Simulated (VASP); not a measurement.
# GaN with AM05: from relaxation to properties, part 8 of 8

Aim: relax GaN with AM05, compute its properties on that cell and hold them against experiment. The start is a cell from a database of measured crystal structures.

VASP 6.6.1, plane waves and PAW; the level of theory is named at each step.

Still holding for the runs below: Spin-orbit coupling is off here; it would split degenerate levels.

So far, gap on the k-mesh (eV): step 2 (relaxing cell and atoms (AM05)) 2.02; step 6 (density of states (AM05)) 2.02; step 9 (optical spectrum (AM05)) 2.02; step 10 (core levels (AM05)) 2.02; step 12 (starting orbitals for the hybrid) 2.01.

The database entry behind the starting cell differs from later determinations by our own check (thin film, about 0.3 % long), so it need not match the best structure at ambient conditions.

**14. Band structure (TB-mBJ)**

This step: TB-mBJ; plane waves and PAW (Ga_d, N) (VASP 6.6.1).

Levels along the symmetry lines show where the bands peak and cross; KPOINTS_OPT computes them in the converged potential. TB-mBJ is a local potential fitted to gaps: it costs far less than a hybrid but gives no energy.

Input file INCAR:

```
SYSTEM = GaN
PREC = Accurate
ENCUT = 520
EDIFF = 1E-06
NELM = 150
ISMEAR = 0
SIGMA = 0.05
LREAL = .FALSE.
ALGO = Normal
METAGGA = MBJ
LASPH = .TRUE.
NBANDS = 32
LORBIT = 11
LWAVE = .FALSE.
LCHARG = .FALSE.
KPAR = 4
```

Input file POSCAR:

```
GaN
1.0
    3.1804015281      0.0000000000      0.0000000000
   -1.5902007640      2.7543085176      0.0000000000
    0.0000000000      0.0000000000      5.1773553217
Ga N
2 2
Direct
    0.6666666667      0.3333333333      0.5915912693
    0.3333333333      0.6666666667      0.0915912693
    0.6666666667      0.3333333333      0.9684087307
    0.3333333333      0.6666666667      0.4684087307
```

Input file KPOINTS:

```
Automatic mesh
0
Gamma
8 8 5
0 0 0
```

Input file KPOINTS_OPT:

```
Line mode
16
Line-mode
Reciprocal
  0.00000000   0.00000000   0.00000000 GAMMA
  0.50000000   0.00000000   0.00000000 M

  0.50000000   0.00000000   0.00000000 M
  0.33333333   0.33333333   0.00000000 K

  0.33333333   0.33333333   0.00000000 K
  0.00000000   0.00000000   0.00000000 GAMMA

  0.00000000   0.00000000   0.00000000 GAMMA
  0.00000000   0.00000000   0.50000000 A

  0.00000000   0.00000000   0.50000000 A
  0.50000000   0.00000000   0.50000000 L

  0.50000000   0.00000000   0.50000000 L
  0.33333333   0.33333333   0.50000000 H

  0.33333333   0.33333333   0.50000000 H
  0.00000000   0.00000000   0.50000000 A

  0.50000000   0.00000000   0.50000000 L
  0.50000000   0.00000000   0.00000000 M

  0.33333333   0.33333333   0.00000000 K
  0.33333333   0.33333333   0.50000000 H
```

PAW data sets: Ga_d and N (PBE family, release 64).

The run is started by

```
> mpirun -np 4 vasp_std
```

The program printed:

```text
[banner, memory and clock lines left out]
running    4 mpi-ranks, on    1 nodes
 distrk:  each k-point on    1 cores,    4 groups
 distr:  one band on    1 cores,    1 groups

 POSCAR found type information on POSCAR GaN
 POSCAR found :  2 types and       4 ions
 [... a notice as in an earlier step ...]

 LDA part: xc-table for (None), standard interpolation
 POSCAR, INCAR and KPOINTS ok, starting setup
 FFT: planning ... GRIDC
 FFT: planning ... GRID_SOFT
 FFT: planning ... GRID
 WAVECAR not read
 entering main loop
       N       E                     dE             d eps       ncg     rms          rms(c)
DAV:   1     0.537269954828E+03    0.53727E+03   -0.16058E+04  2312   0.205E+03
DAV:   2     0.248185362333E+03   -0.28908E+03   -0.26072E+03  1960   0.479E+02
DAV:   3     0.206133823903E+03   -0.42052E+02   -0.41330E+02  2264   0.131E+02
DAV:   4     0.204717924368E+03   -0.14159E+01   -0.14137E+01  2224   0.269E+01
DAV:   5     0.204692735366E+03   -0.25189E-01   -0.25188E-01  2376   0.359E+00    0.131E+01
DAV:   6     0.210888352808E+03    0.61956E+01   -0.39597E+01  3272   0.148E+02    0.867E+00
DAV:   7     0.209070570363E+03   -0.18178E+01   -0.15074E+01  2264   0.477E+01    0.662E+00
DAV:   8     0.211476820620E+03    0.24063E+01   -0.45085E+00  2408   0.224E+01    0.825E+00
DAV:   9     0.211849708604E+03    0.37289E+00   -0.85594E+00  2064   0.161E+01    0.468E+00
DAV:  10     0.213096722089E+03    0.12470E+01   -0.33613E+00  2448   0.213E+01    0.108E+00
DAV:  11     0.214625630124E+03    0.15289E+01   -0.64837E-01  2640   0.911E+00    0.302E+00
DAV:  12     0.214760137871E+03    0.13451E+00   -0.48623E-01  2832   0.104E+01    0.921E-01
DAV:  13     0.214594485739E+03   -0.16565E+00   -0.19085E-01  2456   0.454E+00    0.164E+00
DAV:  14     0.214909179677E+03    0.31469E+00   -0.45003E-02  2256   0.224E+00    0.144E+00
DAV:  15     0.214922731446E+03    0.13552E-01   -0.54775E-03  2536   0.100E+00    0.152E+00
DAV:  16     0.213999631271E+03   -0.92310E+00   -0.11400E-01  2176   0.186E+00    0.854E-01
DAV:  17     0.213003645541E+03   -0.99599E+00   -0.18441E-01  2312   0.248E+00    0.561E-01
DAV:  18     0.211931562415E+03   -0.10721E+01   -0.23595E-01  2968   0.432E+00    0.141E+00
DAV:  19     0.211671108484E+03   -0.26045E+00   -0.12166E-01  2520   0.303E+00    0.159E+00
DAV:  20     0.212232741465E+03    0.56163E+00   -0.64636E-02  1944   0.162E+00    0.879E-01
DAV:  21     0.212712441105E+03    0.47970E+00   -0.11482E-01  2760   0.324E+00    0.186E-01
DAV:  22     0.212651789184E+03   -0.60652E-01   -0.30148E-02  2664   0.162E+00    0.525E-01
DAV:  23     0.212592828093E+03   -0.58961E-01   -0.10901E-02  2200   0.684E-01    0.473E-01
DAV:  24     0.212528819730E+03   -0.64008E-01   -0.10764E-03  2584   0.393E-01    0.560E-01
DAV:  25     0.212498469231E+03   -0.30350E-01   -0.96211E-04  2208   0.215E-01    0.575E-01
DAV:  26     0.212627030557E+03    0.12856E+00   -0.41166E-03  2760   0.597E-01    0.333E-01
DAV:  27     0.212698884606E+03    0.71854E-01   -0.31651E-03  2240   0.356E-01    0.303E-01
DAV:  28     0.212738330295E+03    0.39446E-01   -0.34800E-04  2440   0.181E-01    0.262E-01
DAV:  29     0.212880583576E+03    0.14225E+00   -0.35153E-03  2320   0.354E-01    0.103E-01
DAV:  30     0.212914607001E+03    0.34023E-01   -0.13931E-03  2712   0.347E-01    0.152E-01
[...]
DAV:  47     0.213061005439E+03   -0.40518E-04   -0.23683E-08   960   0.140E-03    0.407E-04
DAV:  48     0.213060773574E+03   -0.23186E-03   -0.12086E-08   960   0.127E-03    0.124E-04
DAV:  49     0.213060681581E+03   -0.91993E-04   -0.13556E-08   960   0.852E-04    0.103E-04
DAV:  50     0.213060659224E+03   -0.22358E-04   -0.40140E-09   960   0.509E-04    0.108E-04
DAV:  51     0.213060676318E+03    0.17094E-04   -0.76727E-10   960   0.280E-04    0.157E-04
DAV:  52     0.213060670465E+03   -0.58531E-05   -0.23362E-10   960   0.129E-04    0.152E-04
DAV:  53     0.213060585624E+03   -0.84841E-04   -0.91386E-10   960   0.231E-04    0.394E-05
DAV:  54     0.213060592864E+03    0.72405E-05   -0.53368E-10   960   0.272E-04    0.645E-05
DAV:  55     0.213060566571E+03   -0.26293E-04   -0.19408E-10   960   0.205E-04    0.209E-05
DAV:  56     0.213060572992E+03    0.64211E-05   -0.14923E-10   960   0.145E-04    0.410E-05
DAV:  57     0.213060564467E+03   -0.85248E-05   -0.57198E-11   960   0.995E-05    0.250E-05
DAV:  58     0.213060564244E+03   -0.22351E-06   -0.30214E-11   960   0.619E-05
   1 F= 0.21306056E+03 E0= 0.21306056E+03  d E =-.472748E-22
 Start KPOINTS_OPT (optional k-point list driver)
k-point batch [1-30\144]
       N       E                     dE             ncg
DAV:   1     0.524626267030E+04   -0.25993E+05     2464
DAV:   2    -0.313754872335E+04   -0.83838E+04     1928
DAV:   3    -0.424697609286E+04   -0.11094E+04     2272
DAV:   4    -0.428019942146E+04   -0.33223E+02     2248
DAV:   5    -0.428076530596E+04   -0.56588E+00     2360
DAV:   6    -0.428079116807E+04   -0.25862E-01     2776
DAV:   7    -0.428079143475E+04   -0.26668E-03     2384
DAV:   8    -0.428079143773E+04   -0.29804E-05     1944
DAV:   9    -0.428079143796E+04   -0.23111E-06     1512
[...]
k-point batch [121-144\144]
       N       E                     dE             ncg
DAV:   1     0.128760556635E+05   -0.31648E+05     1880
DAV:   2     0.608493937345E+04   -0.67911E+04     1552
DAV:   3     0.517768974332E+04   -0.90725E+03     1816
DAV:   4     0.515070158432E+04   -0.26988E+02     1856
DAV:   5     0.515024907903E+04   -0.45251E+00     1856
DAV:   6     0.515022937801E+04   -0.19701E-01     2200
DAV:   7     0.515022897516E+04   -0.40286E-03     1968
DAV:   8     0.515022897190E+04   -0.32590E-05     1672
DAV:   9     0.515022897174E+04   -0.15665E-06     1224
```

Wall time 1.9 min (4 MPI ranks of AMD EPYC 7R43, shared host); peak memory 0.74 GiB; 6.1 min of CPU time.

Parts of OUTCAR (step 14):

```text
   NELECT =      36.0000    total number of electrons

 E-fermi :   6.1549

 k-point     1 :       0.0000    0.0000    0.0000
  band No.  band energies     occupation
    ...
     14       4.8607      2.00000
     15       4.8608      2.00000
     16       5.8015      2.00000
     17       5.8279      2.00000
     18       5.8279      2.00000
     19       8.9643      0.00000
     20      11.5478      0.00000
     21      16.5045      0.00000
     22      17.2147      0.00000
     23      17.2157      0.00000
    ...

  Total     -225.8294833   -225.8294833   -225.8270217     -0.0000000      0.0000000      0.0000000
  in kB    -7977.9022928  -7977.9022930  -7977.8153305     -0.0000001      0.0000000      0.0000000
  external PRESSURE =   -7977.8733054 kB  Pullay stress =       0.0000000 kB

 POSITION                                       TOTAL-FORCE (eV/Angst)
 -----------------------------------------------------------------------------------
      1.59020      0.91810      3.06288         0.000000     -0.000000      0.069505
     -0.00000      1.83621      0.47420        -0.000000      0.000000      0.069505
      1.59020      0.91810      5.01380        -0.000000      0.000000     -0.069505
     -0.00000      1.83621      2.42512         0.000000      0.000000     -0.069505
 -----------------------------------------------------------------------------------
    total drift:                               -0.000002     -0.000003      0.379320

  FREE ENERGIE OF THE ION-ELECTRON SYSTEM (eV)
  ---------------------------------------------------
  free  energy   TOTEN  =       213.0605642439 eV

  energy  without entropy=      213.0605642439  energy(sigma->0) =      213.06056424

[... 9 parts as in an earlier step ...]

[... 8 further parts left out ...]
```

This functional is a potential without an energy, so its energies, forces and stress mean nothing and are not read.

This step gave:

```yaml
scf_cycles: 58
bands: 32
irreducible_k_points: 30
fermi_energy: 6.155 eV
least_gap_on_mesh_and_path: 3.136 eV
least_direct_gap_on_mesh_and_path: 3.136 eV
```

The electronic bands at the labelled points (eV, zero at the valence-band top; v1 is the highest filled band, c1 the lowest empty one):

```csv
point,v4,v3,v2,v1,c1,c2,c3,c4
Γ,-0.97,-0.03,0.00,0.00,3.14,5.72,10.68,11.39
M,-3.87,-2.58,-1.96,-0.94,6.52,6.87,7.34,10.14
K,-4.85,-2.74,-2.74,-2.51,6.53,9.26,9.26,9.78
Γ,-0.97,-0.03,0.00,0.00,3.14,5.72,10.68,11.39
A,-0.49,-0.49,-0.49,-0.49,5.51,5.51,9.90,9.90
L,-1.82,-1.82,-1.77,-1.77,5.78,5.78,9.22,9.22
H,-3.84,-3.84,-1.39,-1.39,7.80,7.80,8.63,8.63
A,-0.49,-0.49,-0.49,-0.49,5.51,5.51,9.90,9.90
jump to L,-1.82,-1.82,-1.77,-1.77,5.78,5.78,9.22,9.22
M,-3.87,-2.58,-1.96,-0.94,6.52,6.87,7.34,10.14
jump to K,-4.85,-2.74,-2.74,-2.51,6.53,9.26,9.26,9.78
H,-3.84,-3.84,-1.39,-1.39,7.80,7.80,8.63,8.63
```

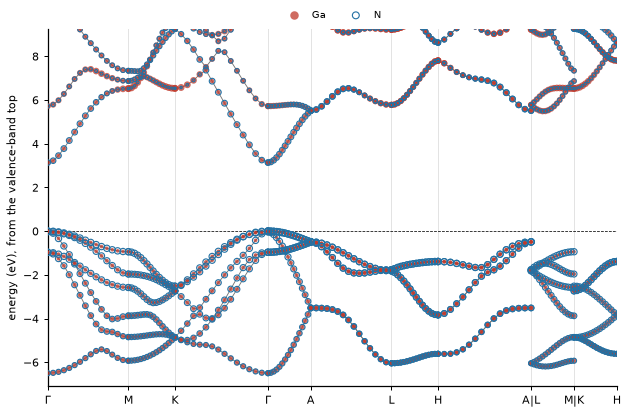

Electronic bands along the path; dots are coloured as in the legend, and their area grows with the weight.

The gap moves by +1.12 eV against AM05.

**15. Outcome**

* relaxed volume: 11.34 Å³/atom
* relaxed conventional cell a, b, c: 3.180, 3.180, 5.177 Å; angles 90.0, 90.0, 120.0°
* space group after relaxing, within 0.02 Å: P6_3mc (No. 186)
* band gap: 2.02 eV, direct
* gap on the dense mesh: 2.02 eV
* static dielectric constant from modes and Born charges, mean: 10.4
* electronic dielectric constant, mean: 5.72
* highest zone-centre mode: 678 cm⁻¹
* bulk modulus (Hill): 184 GPa
* shear modulus (Hill): 109 GPa
* Debye temperature from the elastic constants: 621 K
* strongest peak of ε2, mean over directions: 7.98 eV
* ε1 at zero frequency, no local fields, mean: 5.85
* shallowest level of the frozen cores: Ga1 3p, 92.7 eV deep
* band gap (AM05 + SOC): 2.01 eV, direct
* band gap (HSE06): 3.27 eV, direct
* band gap (TB-mBJ): 3.14 eV, direct

With AM05, GaN relaxes to 11.34 Å³/atom in space group P6_3mc (held by the symmetry of the run) and has a direct gap of 2.02 eV (3.27 eV with HSE06). Against the listed cell the volume lies -1.6 % (a -0.5 %, c -0.6 %). Vibrations at Γ (AM05): The highest mode at Γ, 677.6 cm⁻¹, is mostly motion of N (100 % of the kinetic energy). Band structure (AM05 + SOC): The path shows a direct gap of 2.01 eV (valence top at Γ, conduction bottom at Γ). Band structure (HSE06): On this path the gap is direct, 3.27 eV, with the valence top at Γ and the conduction bottom at Γ. Band structure (TB-mBJ): The path shows a direct gap of 3.14 eV (valence top at Γ, conduction bottom at Γ). The other levels ran on the cell relaxed with AM05, and without spin-orbit coupling unless named. Semilocal functionals usually underestimate gaps. Modes at Γ alone can't show that the crystal is stable at other wave vectors, and the LO-TO splitting is not included. No search among competing phases was made, and a listed structure need not be the one stable at ambient conditions. All values are for a static lattice at zero temperature.

Calculation against experiment:

| quantity | measured | AM05 | AM05, spin-orbit coupling | HSE06 | TB-mBJ |
| --- | --- | --- | --- | --- | --- |
| lattice constant a (Å) | 3.189 | 3.180 (-0.3 %) | - | - | - |
| lattice constant c (Å) | 5.186 | 5.177 (-0.2 %) | - | - | - |
| band gap (direct gap) (eV) | 3.503 | 2.02 (-1.49 eV) | 2.01 (-1.49 eV) | 3.27 (-0.24 eV) | 3.14 (-0.37 eV) |
| static dielectric constant (mean of the tensor) | 8.9 | 10.40 (+16.8 %) | - | - | - |
| Raman mode, E2(high) (cm⁻¹) | 570 | 547 (-4.0 %) | - | - | - |

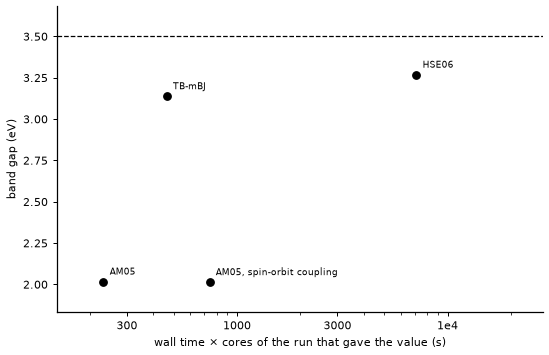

The band gap by level, against the cost of each run; the dashed line is the measured value.

Measured values from arxiv:1710.05670 (2017), pmc:6823545 (2019), arxiv:cond-mat/0501724 (2005) and arxiv:1601.01883 (2016).

**Verdict.** The lattice constant a is off by -0.3 %: good agreement. The lattice constant c is off by -0.2 %: good agreement. For the band gap, of the levels listed nearest comes HSE06 (-0.24 eV, good agreement) and farthest AM05, spin-orbit coupling (-1.49 eV, a clear miss). Zero-point and thermal motion shift the measured gap. The static dielectric constant is off by +16.8 %: fair agreement. The Raman mode is off by -4.0 %: fair agreement. The grades are ours: good and fair within 0.7 and 1.5 % for the lattice constant a, 0.8 and 2 % for the lattice constant c, 10 and 25 % for the static dielectric constant and 3 and 7 % for the Raman mode. For lattice constants, static dielectric constant and Raman mode the calculation has a static lattice, without zero-point motion or thermal expansion (measured at up to 300 K).

[Lines on the potential files, build, host, timing and source positions are cut from VASP's logs without a mark.]

[Logs are printed without paths, hosts, clocks, repeated set-up lines and the standing remarks that a program may print on its own settings, such as how far it seeks lower states.]

[Hosts, paths, dates, database ids (printed as entryN), source tags and the programs' standing remarks are cut or masked in the printed files.]

[Measured values are set beside computed ones only where the two were judged alike; some that the calculation misses by far are left out.]
